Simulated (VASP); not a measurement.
Band structure of Sc (space group Fm-3m). Level of theory: r2SCAN+rVV10, VASP's PBE PAW potentials (set 64) (plane waves; VASP).

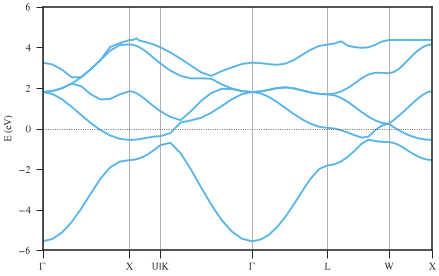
*Bands along high-symmetry lines, zero at the valence-band maximum or, without a gap, the Fermi level*

Q: Read the plot: is there a gap, and where are the band edges?

A: It has no gap at this level: it comes out as a metal or semimetal.

The structure comes from a measured Sc entry (Fm-3m) of the Crystallography Open Database, whose conditions weren't checked. It was relaxed first, which changed the volume by +8 %.
